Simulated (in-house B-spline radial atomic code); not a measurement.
# Zr⁴⁺: a fraction of an electron removed from 3d, part 2 of 2

How does the revTPSS energy of Zr⁴⁺ change when part of an electron is removed from 3d?

Calculated with an in-house B-spline radial atomic code; scalar-relativistic (X2C) revTPSS, spin-polarised. How does the revTPSS energy of Zr⁴⁺ change when part of an electron is removed from 3d?

## Step 8: 0.59 electron removed from 3d

Settings, as recorded:

```ini
Z = 40
electrons = 35.41
configuration = [Ar] 3d9.41 4s2 4p6
hamiltonian = x2c
method = revtpss,revtpss
spin_polarised = True
nucleus = fermi
rms_radius = 4.2694
mass_number = 90
atomic_mass = 89.904698755
speed_of_light = 137.035999084
```

Results of the run:

```text
status: converged
scf [iteration, energy, orbital gradient]:
  - [1, -3589.6163072, 0.0622]
  - [2, -3589.61970132, 0.00221]
  - [3, -3589.61976009, 0.000699]
  - [4, -3589.61976176, 0.000288]
  - [5, -3589.61976187, 3.31e-05]
  - [6, -3589.61976188, 1.68e-05]
  - [7, -3589.61976189, 1.21e-06]
  - [8, -3589.61976189, 2.24e-08]
energy [hartree]: {"total": -3589.61976189, "kinetic": 3709.8423041, "nuclear": -8582.81560814, "coulomb": 1395.31103208, "xc": -111.957489925}
orbitals [hartree, bohr; first row names the columns]:
  - ["name", "occ", "eps", "<r>"]
  - ["1s up", 1.0, -657.54989, 0.036572]
  - ["1s down", 1.0, -657.54959, 0.036572]
  - ["2s up", 1.0, -93.374082, 0.16211]
  - ["2s down", 1.0, -93.34784, 0.16208]
  - ["2p up", 3.0, -83.448599, 0.14157]
  - ["2p down", 3.0, -83.427225, 0.14154]
  - ["3s up", 1.0, -17.335616, 0.45537]
  - ["3s down", 1.0, -17.292281, 0.4556]
  - ["3p up", 3.0, -14.094654, 0.45852]
  - ["3p down", 3.0, -14.050591, 0.45886]
  - ["3d up", 5.0, -8.829137, 0.44593]
  - ["3d down", 4.41, -8.7804872, 0.44663]
  - ["4s up", 1.0, -3.9924522, 1.1632]
  - ["4s down", 1.0, -3.9864431, 1.1646]
  - ["4p up", 3.0, -3.114709, 1.2722]
  - ["4p down", 3.0, -3.109792, 1.2739]
sum_r [bohr^k]: {"-1": 217.3298, "1": 19.07528, "2": 18.50461}
energy_minus_base [hartree]: 4.94694571
```

Run time: 0.18 s. Hardware: 1 thread, shared host.

## Step 9: 0.63 electron removed from 3d

Settings: those of step 8 with these lines changed.

```diff
@@ -1,4 +1,4 @@
 Z = 40
-electrons = 35.41
-configuration = [Ar] 3d9.41 4s2 4p6
+electrons = 35.37
+configuration = [Ar] 3d9.37 4s2 4p6
 hamiltonian = x2c
```

Results of the run:

```text
status: converged
scf [iteration, energy, orbital gradient]:
  - [1, -3589.26399982, 0.0622]
  - [2, -3589.26739663, 0.00221]
  - [3, -3589.26745511, 0.0007]
  - [4, -3589.26745681, 0.000288]
  - [5, -3589.26745691, 3.37e-05]
  - [6, -3589.26745693, 1.69e-05]
  - [7, -3589.26745693, 1.19e-06]
  - [8, -3589.26745693, 2.24e-08]
energy [hartree]: {"total": -3589.26745693, "kinetic": 3709.50231214, "nuclear": -8580.29405651, "coulomb": 1393.41621234, "xc": -111.8919249}
orbitals [hartree, bohr; first row names the columns]:
  - ["name", "occ", "eps", "<r>"]
  - ["1s up", 1.0, -657.61433, 0.036572]
  - ["1s down", 1.0, -657.61401, 0.036572]
  - ["2s up", 1.0, -93.442108, 0.16211]
  - ["2s down", 1.0, -93.414032, 0.16207]
  - ["2p up", 3.0, -83.516383, 0.14157]
  - ["2p down", 3.0, -83.493514, 0.14153]
  - ["3s up", 1.0, -17.392278, 0.45521]
  - ["3s down", 1.0, -17.34593, 0.45545]
  - ["3p up", 3.0, -14.151144, 0.4583]
  - ["3p down", 3.0, -14.104013, 0.45866]
  - ["3d up", 5.0, -8.8868462, 0.44551]
  - ["3d down", 4.37, -8.8347848, 0.44626]
  - ["4s up", 1.0, -4.0242437, 1.1613]
  - ["4s down", 1.0, -4.0178102, 1.1628]
  - ["4p up", 3.0, -3.1444847, 1.2695]
  - ["4p down", 3.0, -3.1392097, 1.2713]
sum_r [bohr^k]: {"-1": 217.2669, "1": 19.03231, "2": 18.43119}
energy_minus_base [hartree]: 5.29925067
```

It took 0.18 s on 1 thread, shared host.

## Step 10: 0.8 electron removed from 3d

Settings: those of step 9 with these lines changed.

```diff
@@ -1,4 +1,4 @@
 Z = 40
-electrons = 35.37
-configuration = [Ar] 3d9.37 4s2 4p6
+electrons = 35.2
+configuration = [Ar] 3d9.2 4s2 4p6
 hamiltonian = x2c
```

Results of the run:

```text
status: converged
scf [iteration, energy, orbital gradient]:
  - [1, -3587.74238328, 0.0622]
  - [2, -3587.74579073, 0.0022]
  - [3, -3587.74584799, 0.000703]
  - [4, -3587.74584977, 0.000288]
  - [5, -3587.74584988, 3.6e-05]
  - [6, -3587.74584989, 1.7e-05]
  - [7, -3587.7458499, 1.09e-06]
  - [8, -3587.7458499, 2.23e-08]
energy [hartree]: {"total": -3587.7458499, "kinetic": 3708.03326621, "nuclear": -8569.5066677, "coulomb": 1385.34014662, "xc": -111.61259503}
orbitals [hartree, bohr; first row names the columns]:
  - ["name", "occ", "eps", "<r>"]
  - ["1s up", 1.0, -657.88998, 0.036572]
  - ["1s down", 1.0, -657.88957, 0.036572]
  - ["2s up", 1.0, -93.733037, 0.16211]
  - ["2s down", 1.0, -93.697079, 0.16206]
  - ["2p up", 3.0, -83.806296, 0.14157]
  - ["2p down", 3.0, -83.777, 0.14152]
  - ["3s up", 1.0, -17.634317, 0.45451]
  - ["3s down", 1.0, -17.575054, 0.45482]
  - ["3p up", 3.0, -14.392485, 0.45737]
  - ["3p down", 3.0, -14.33219, 0.45782]
  - ["3d up", 5.0, -9.1335414, 0.44375]
  - ["3d down", 4.2, -9.0668143, 0.44469]
  - ["4s up", 1.0, -4.1602083, 1.1534]
  - ["4s down", 1.0, -4.1519464, 1.1553]
  - ["4p up", 3.0, -3.2719561, 1.258]
  - ["4p down", 3.0, -3.2651245, 1.2603]
sum_r [bohr^k]: {"-1": 216.9975, "1": 18.85152, "2": 18.12524}
energy_minus_base [hartree]: 6.8208577
```

It took 0.18 s on 1 thread, shared host.

## Step 11: 0.88 electron removed from 3d

Settings: those of step 10 with these lines changed.

```diff
@@ -1,4 +1,4 @@
 Z = 40
-electrons = 35.2
-configuration = [Ar] 3d9.2 4s2 4p6
+electrons = 35.12
+configuration = [Ar] 3d9.12 4s2 4p6
 hamiltonian = x2c
```

Results of the run:

```text
status: converged
scf [iteration, energy, orbital gradient]:
  - [1, -3587.01264124, 0.0623]
  - [2, -3587.0160533, 0.0022]
  - [3, -3587.01610997, 0.000705]
  - [4, -3587.01611179, 0.000288]
  - [5, -3587.0161119, 3.7e-05]
  - [6, -3587.01611192, 1.7e-05]
  - [7, -3587.01611192, 1.05e-06]
  - [8, -3587.01611192, 2.23e-08]
energy [hartree]: {"total": -3587.01611192, "kinetic": 3707.32839239, "nuclear": -8564.39074067, "coulomb": 1381.52701735, "xc": -111.480780996}
orbitals [hartree, bohr; first row names the columns]:
  - ["name", "occ", "eps", "<r>"]
  - ["1s up", 1.0, -658.02071, 0.036572]
  - ["1s down", 1.0, -658.02026, 0.036572]
  - ["2s up", 1.0, -93.870958, 0.16211]
  - ["2s down", 1.0, -93.831244, 0.16206]
  - ["2p up", 3.0, -83.943746, 0.14157]
  - ["2p down", 3.0, -83.911385, 0.14152]
  - ["3s up", 1.0, -17.748899, 0.45418]
  - ["3s down", 1.0, -17.683497, 0.45453]
  - ["3p up", 3.0, -14.506757, 0.45692]
  - ["3p down", 3.0, -14.440199, 0.45743]
  - ["3d up", 5.0, -9.2504305, 0.44293]
  - ["3d down", 4.12, -9.1767072, 0.44396]
  - ["4s up", 1.0, -4.224665, 1.1498]
  - ["4s down", 1.0, -4.2155285, 1.1518]
  - ["4p up", 3.0, -3.3324575, 1.2527]
  - ["4p down", 3.0, -3.3248731, 1.2552]
sum_r [bohr^k]: {"-1": 216.8697, "1": 18.76743, "2": 17.98459}
energy_minus_base [hartree]: 7.55059568
```

It took 0.18 s on 1 thread, shared host.

## Step 12: 1 electron removed from 3d

Settings: those of step 11 with these lines changed.

```diff
@@ -1,4 +1,4 @@
 Z = 40
-electrons = 35.12
-configuration = [Ar] 3d9.12 4s2 4p6
+electrons = 35.0
+configuration = [Ar] 3d9 4s2 4p6
 hamiltonian = x2c
```

Results of the run:

```text
status: converged
scf [iteration, energy, orbital gradient]:
  - [1, -3585.90150046, 0.0623]
  - [2, -3585.90491901, 0.00219]
  - [3, -3585.90497479, 0.000707]
  - [4, -3585.90497667, 0.000288]
  - [5, -3585.90497678, 3.86e-05]
  - [6, -3585.9049768, 1.71e-05]
  - [7, -3585.9049768, 9.99e-07]
  - [8, -3585.9049768, 2.22e-08]
energy [hartree]: {"total": -3585.9049768, "kinetic": 3706.25470856, "nuclear": -8556.66966391, "coulomb": 1375.79262456, "xc": -111.282646009}
orbitals [hartree, bohr; first row names the columns]:
  - ["name", "occ", "eps", "<r>"]
  - ["1s up", 1.0, -658.218, 0.036572]
  - ["1s down", 1.0, -658.21748, 0.036572]
  - ["2s up", 1.0, -94.079049, 0.16211]
  - ["2s down", 1.0, -94.033645, 0.16205]
  - ["2p up", 3.0, -84.151138, 0.14157]
  - ["2p down", 3.0, -84.114134, 0.14151]
  - ["3s up", 1.0, -17.921584, 0.45369]
  - ["3s down", 1.0, -17.846895, 0.45408]
  - ["3p up", 3.0, -14.678997, 0.45626]
  - ["3p down", 3.0, -14.602961, 0.45683]
  - ["3d up", 5.0, -9.4267143, 0.44171]
  - ["3d down", 4.0, -9.3423812, 0.44287]
  - ["4s up", 1.0, -4.3219133, 1.1444]
  - ["4s down", 1.0, -4.3114473, 1.1467]
  - ["4p up", 3.0, -3.4238221, 1.2449]
  - ["4p down", 3.0, -3.4150843, 1.2477]
sum_r [bohr^k]: {"-1": 216.6769, "1": 18.64246, "2": 17.77744}
energy_minus_base [hartree]: 8.6617308
```

Wall time 0.18 s (1 thread, shared host).

## Step 13: Energy against the fraction

The summary covers parts 1 to 2.

| fraction | energy change (eV) | less the straight line (eV) | level 3d down (eV) | sum of <r²> (bohr²) |
| --- | --- | --- | --- | --- |
| 0 | 0.0000 | 0.0000 | -217.50 | 19.658 |
| 0.05 | 10.9198 | -0.8651 | -219.29 | 19.554 |
| 0.2 | 44.2177 | -2.9219 | -224.69 | 19.251 |
| 0.27 | 60.0345 | -3.6039 | -227.22 | 19.113 |
| 0.46 | 103.8635 | -4.5574 | -234.15 | 18.747 |
| 0.5 | 113.2588 | -4.5900 | -235.62 | 18.672 |
| 0.59 | 134.6133 | -4.4484 | -238.93 | 18.505 |
| 0.63 | 144.2000 | -4.2896 | -240.41 | 18.431 |
| 0.8 | 185.6050 | -2.9532 | -246.72 | 18.125 |
| 0.88 | 205.4622 | -1.9518 | -249.71 | 17.985 |
| 1 | 235.6977 | 0.0000 | -254.22 | 17.777 |

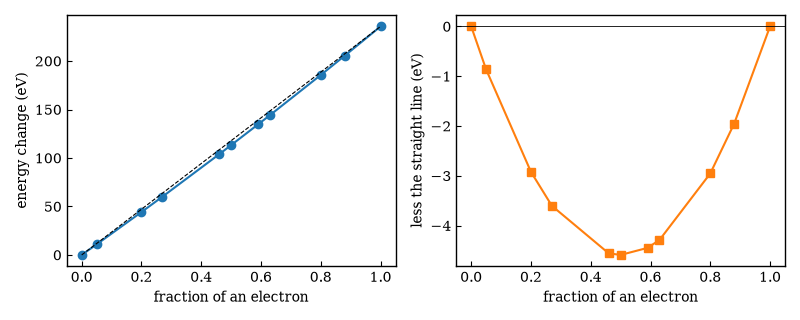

Energy against the fraction, with the straight line between the ends (left), and the difference from it (right).

**Reading.** From fraction 0 to 1 the energy changes by 235.698 eV. It sags under the straight line by up to 4.59 eV (at 0.5). Slater's transition state, the slope from the orbital energy at fraction 0.5 (Janak's theorem), gives 235.616 eV for the whole step.
